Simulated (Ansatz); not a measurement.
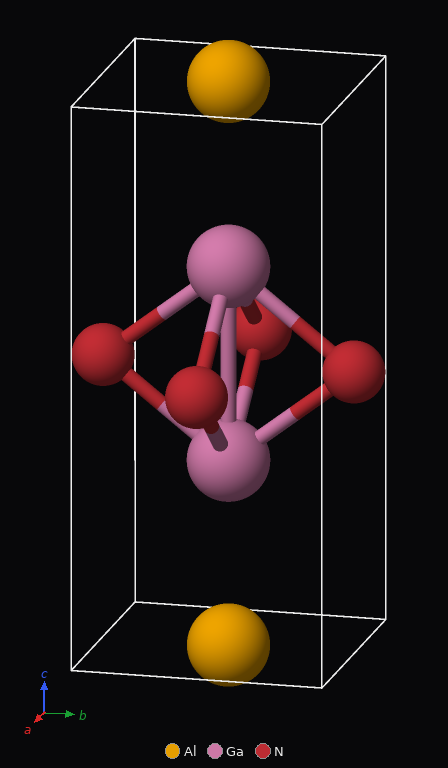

Ball-and-stick drawing of the structure, looking slightly off an axis. Lines trace the edges of the simulation cell.

Here is the input:
```yaml
crystal:
  lattice:
    - [3.3245176136, 0.0, 0.0]
    - [0.0, 3.3245176136, 0.0]
    - [0.0, 0.0, 7.5266122578]
  atoms:
    - { symbol: Al, position: [0.5, 0.5, 0.0] }
    - { symbol: Ga, position: [0.5, 0.5, 0.6717823306] }
    - { symbol: Ga, position: [0.5, 0.5, 0.3282176694] }
    - { symbol: "N", position: [0.0, 0.5, 0.5] }
    - { symbol: "N", position: [0.5, 0.0, 0.5] }
basis:
  ecutwfc: 420
kpoints:
  mp_grid: { grid: [12, 12, 6] }
  band_path:
    path:
      - [[0.0, 0.0, 0.0], [0.0, 0.5, 0.0], [0.5, 0.5, 0.0], [0.0, 0.0, 0.0], [0.0, 0.0, 0.5], [0.0, 0.5, 0.5], [0.5, 0.5, 0.5], [0.0, 0.0, 0.5]]
      - [[0.0, 0.5, 0.0], [0.0, 0.5, 0.5]]
      - [[0.5, 0.5, 0.0], [0.5, 0.5, 0.5]]
    npoints: 14
hamiltonian:
  xc: pbe
scf:
  occupations: { method: gaussian, width: 0.1 }
  n_extra_bands: 12
output:
  forces: true
  stress: true
  eigenvalues: true
  populations: true
  dos: { projected: true, de: 0.02, nscf_kmesh: { grid: [15, 15, 8] } }
  bader: true
  write_density: true
  write_potential: true
  elf: true
  volumetric_format: npy
```
Run as:
```sh
ansatz run input.yaml --threads 1 --pin off --max-ram 2560MiB --backend cpu --events-out ev --progress --plain --runs-dir out
```

Level of theory and settings: DFT PBE, scalar-relativistic, plane waves, PAW in Ansatz, E_cut = 420 eV, 12×12×6 k-points, Gaussian smearing of 0.1 eV, no spin polarisation.

State the Bader charges by element.

Answer. Al +0.70 e; Ga +0.66 e; N -1.01 e.

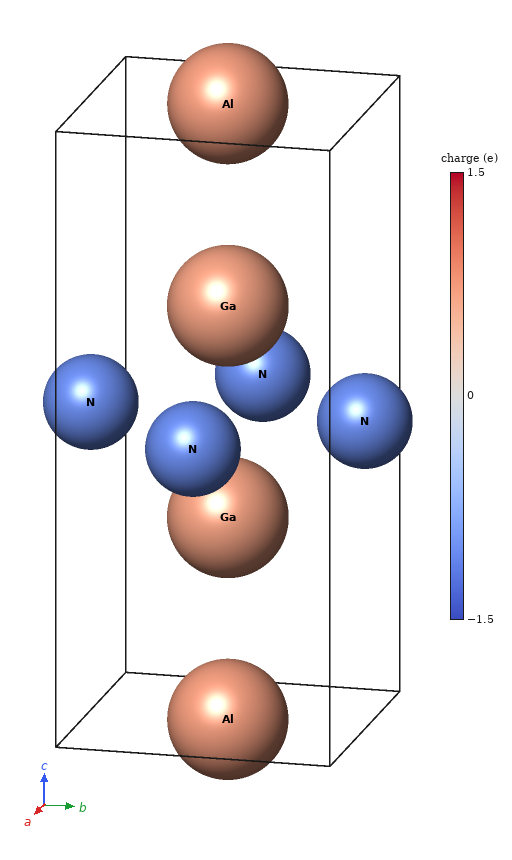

The atoms coloured by those charges.

The model was built from a random cell made by a generator, so it need not be a real form of the compound. Earlier steps of the study, as a rule a relaxation of our own, may have changed the cell and positions, so they can lie some per cent off the listed ones. It went into a calculation with Ansatz.
